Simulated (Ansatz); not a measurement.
A series of calculations on Si$_{2}$H$_{5}$OF

**1. Relaxation**

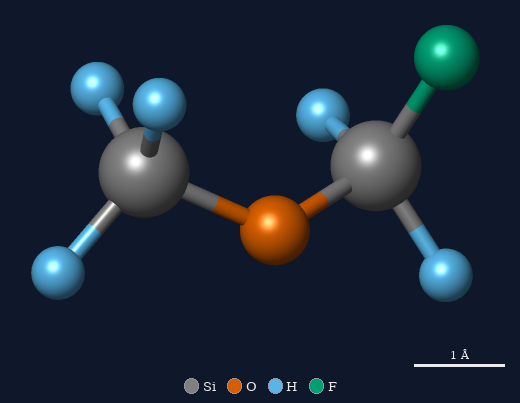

Starting structure of Si₂H₅OF. Style: ball-and-stick. Shown at a tilt.

The run prepares an end point of a later path (reaction) calculation, from a guessed geometry.

Method: Ansatz 0.2.0, RKS PBE-D4/6-31G*.

Input file:
```yaml
crystal:
  periodic: [false, false, false]
  atoms:
    - { symbol: Si, position_ang: [0.345062, 0.011157, -0.114889] }
    - { symbol: O, position_ang: [0.64063, -0.095341, 1.514976] }
    - { symbol: Si, position_ang: [-0.469025, -0.438293, 2.736671] }
    - { symbol: H, position_ang: [-1.536723, -1.342719, 2.185244] }
    - { symbol: H, position_ang: [0.258641, -1.117679, 3.852705] }
    - { symbol: H, position_ang: [-1.10918, 0.816755, 3.248306] }
    - { symbol: H, position_ang: [1.764342, 0.13451, -0.421299] }
    - { symbol: F, position_ang: [-0.511572, 1.327923, -0.519337] }
    - { symbol: H, position_ang: [-0.401775, -1.171013, -0.649377] }
basis:
  gaussian: { orbitals: "6-31G*" }
hamiltonian:
  xc: pbe
  dispersion: d4
relax:
  f_tol: 0.03
  max_steps: 50
```

Launched with:
```bash
ansatz run input.yaml --threads 1 --pin off --max-ram 2048MiB --backend cpu --events-out ev --progress --plain --runs-dir out
```

### What does the optimiser find from here?

The largest move after the best rigid fit is that of H7, 0.22 Å. Largest moves by element: H 0.22 Å, O 0.15 Å, F 0.12 Å, Si 0.08 Å. Some distances before and after: Si1–H7 1.457 → 1.492 Å, O2–Si3 1.686 → 1.677 Å, Si1–O2 1.660 → 1.652 Å. Among the angles between lasting bonds that change: O2–Si1–H7 92.2° → 107.5°, Si1–O2–Si3 127.4° → 137.4°, H7–Si1–H9 118.5° → 113.2°. After 5 geometry steps the energy has fallen by 0.193 eV. Largest force component: 1 eV/Å at the start, 0.029 eV/Å at the end.

Final geometry:

```xyz
9

Si    0.4114    0.0282   -0.1258
O     0.4961   -0.0593    1.5221
Si   -0.5272   -0.4511    2.7913
H    -1.6148   -1.3747    2.3222
H     0.2833   -1.1321    3.8485
H    -1.1471    0.7889    3.3587
H     1.8068    0.1466   -0.6410
F    -0.4129    1.3460   -0.5828
H    -0.3153   -1.1673   -0.6602
```

The end point in the same view:

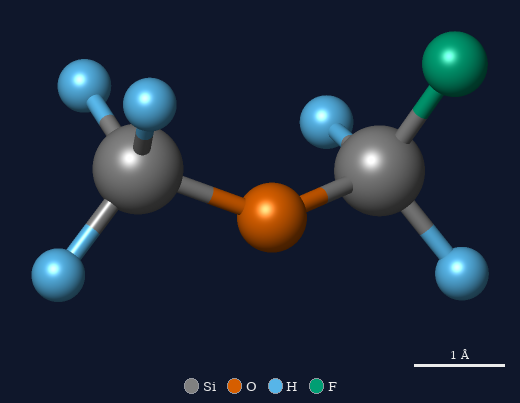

**2. Relaxation**

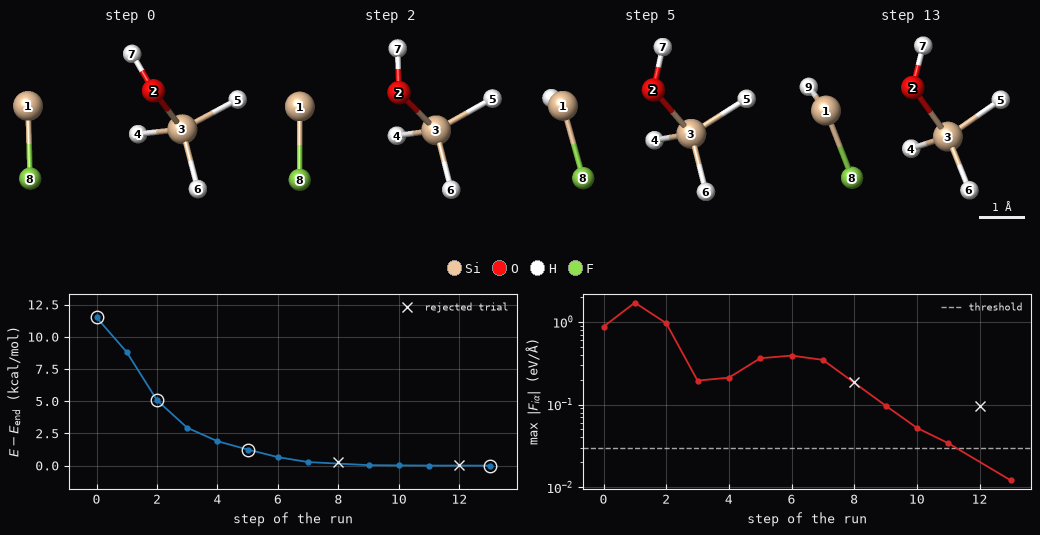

Frames of a relaxation of Si₂H₅OF, marked on the history of the run. Style: ball-and-stick. Shown at a tilt.

The run prepares an end point of a later path (reaction) calculation, from a guessed geometry.

Computed with RKS PBE-D4/6-31G* in Ansatz. Set-up: no spin polarisation; force threshold 0.03 eV/Å; at most 50 steps.

Describe the path.

Answer. Over 11 accepted moves (13 points after the start) the energy falls by 11.5 kcal/mol. Largest force component: 0.88 eV/Å at the start, 0.012 eV/Å at the end. The line search rejected the trial steps at points 8, 12 of the run. F8 moves most after the best rigid fit: 1.15 Å. Largest moves by element: F 1.15 Å, O 0.48 Å, H 0.44 Å, Si 0.42 Å. Some distances before and after: Si3–F8 4.005 → 2.548 Å, Si1–O2 2.858 → 2.056 Å, Si1–Si3 3.865 → 3.181 Å, Si1–F8 1.641 → 1.698 Å. Among the angles between lasting bonds that change: O2–Si3–H5 110.8° → 100.4°, O2–Si3–H6 105.2° → 110.6°, H4–Si3–H6 111.3° → 115.2°. Groups turn about O2–Si3 by about 55°. Cost: 32 s on 1 thread of Arm Neoverse V2, with other jobs on the host, peak memory 0.14 GiB. From step 0 to 2: O2 moves most (0.33 Å), energy −6.43 kcal/mol. From step 2 to 5: F8 moves most (0.57 Å), energy −3.83 kcal/mol. From step 5 to 13: F8 moves most (0.46 Å), energy −1.25 kcal/mol.

| step | E − E(0), kcal/mol | largest force component, eV/Å | note |
| --- | --- | --- | --- |
| 0 | 0.00 | 0.8755 |  |
| 1 | -2.70 | 1.7091 |  |
| 2 | -6.43 | 0.9649 |  |
| 3 | -8.57 | 0.1950 |  |
| 4 | -9.61 | 0.2116 |  |
| 5 | -10.26 | 0.3633 |  |
| 6 | -10.85 | 0.3912 |  |
| 7 | -11.23 | 0.3472 |  |
| 8 | -11.20 | 0.1889 | rejected |
| 9 | -11.47 | 0.0973 |  |
| 10 | -11.49 | 0.0523 |  |
| 11 | -11.50 | 0.0342 |  |
| 12 | -11.50 | 0.0968 | rejected |
| 13 | -11.51 | 0.0121 |  |

Limits of the set-up: the start holds two separate molecules, 2.7 Å apart at their closest, whose relative position is a soft coordinate.

**3. Path**

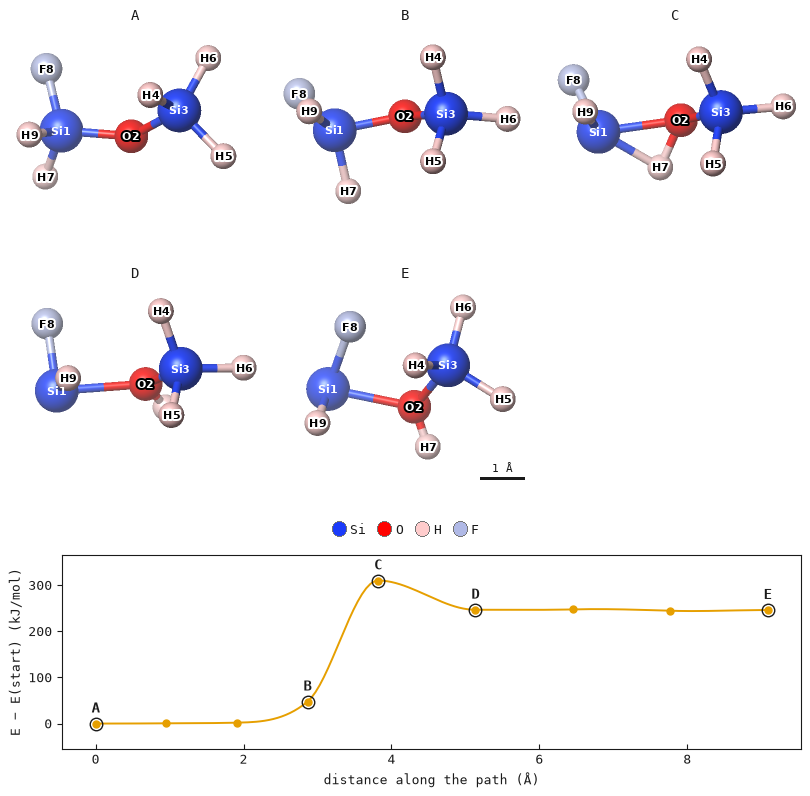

A search for the minimum-energy path of Si$_{2}$H$_{5}$OF by the nudged elastic band. Images are numbered from 0 (start) to 8 (end). Frames A to E are images 0, 3, 4, 5, 8. A ball-and-stick model, seen at a tilt.

Theory: RKS PBE-D4/6-31G* (Ansatz). Set-up: 7 movable images; climbing image; force threshold 0.05 eV/Å; iteration limit 60; starting path through a guess of the saddle point.

Question: Read off the barrier and say what moves.

Answer: The path has more than one stage, and so few images may leave a stage unresolved. Breaking: Si1–H7 (1.49 → 1.69 at the top → 2.68 Å). Forming: O2–H7 (2.54 → 1.24 at the top → 0.98 Å). The energy climbs by 310.1 kJ/mol to image 4 and then falls by 64.1 kJ/mol, so the end point sits at +246.0 kJ/mol. The band converged in 36 iterations. The largest component of the band force went from 16 to 0.047 eV/Å. The climbing image converged on the top of the path. Its vibrational analysis gives one imaginary mode (1300i cm⁻¹), as a transition state must have.
